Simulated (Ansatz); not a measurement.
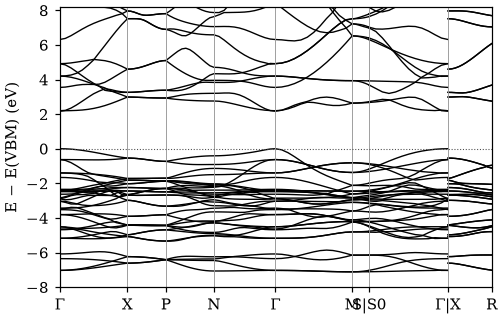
Band structure from DFT-r²SCAN in the program Ansatz with PAW potentials

Q: Read off the gap and where the band edges lie.

A: About 2.2 eV (2.17 eV by a search for the band edges); maximum at Γ, minimum at Γ.

The material is AuCl in space group I4_1/amd (No. 141; Au on 8c, Cl on 8e).

The first step of the workflow began from a Materials Project structure, measured or hypothetical; the Crystallography Open Database copy checked does not list it. Whether it is the stable phase at ambient conditions was not checked. The cell was relaxed with r²SCAN under the symmetry of its start; whether a distortion lowers the energy is not shown. Scalar-relativistic: spin–orbit coupling is off unless named, which matters more the heavier the elements.

Potentials: the later of the program's two PAW sets.
